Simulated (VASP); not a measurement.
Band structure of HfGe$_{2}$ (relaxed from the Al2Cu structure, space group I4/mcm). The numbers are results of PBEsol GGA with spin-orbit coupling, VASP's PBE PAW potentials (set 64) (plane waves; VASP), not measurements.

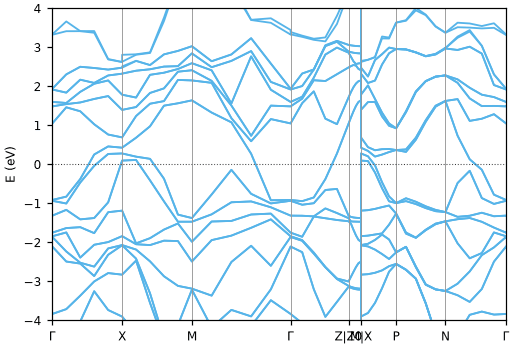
*Bands along high-symmetry lines, zero at the valence-band maximum or, without a gap, the Fermi level*

Problem. Read the plot: is there a gap, and where are the band edges?

Solution. It has no gap at this level: it comes out as a metal or semimetal.

The structure was generated: HfGe2 was put into the Al2Cu type (I4/mcm), which need not be its known phase. It was relaxed first, which changed the volume by -32 %.
